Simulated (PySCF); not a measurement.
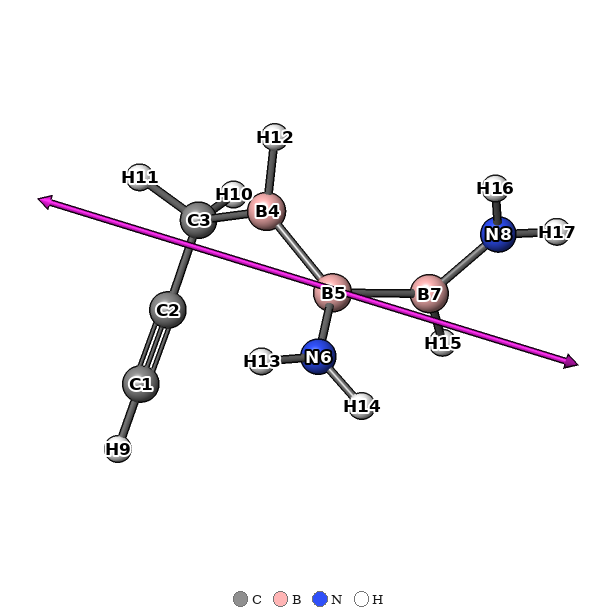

The double arrow shows the direction of the transition dipole to excited singlet state 1 (its length means nothing). Computed geometry: GFN2-xTB optimisation. No frequency run is at hand to confirm it as a minimum. Level of theory: TDDFT PBE0/def2-SVPD, vertical, gas phase, core orbitals frozen in the response (PySCF 2.14.0).

Where does the transition lie, and how strong is it?

4.20 eV (295 nm), oscillator strength 0.046, mainly HOMO → LUMO (weight 0.97); transition dipole 1.69 D.

The geometry is semi-empirical. Around B such bond lengths and angles can be off by a tenth of an ångström or more and by several degrees, and values that hang on the shape move with them.
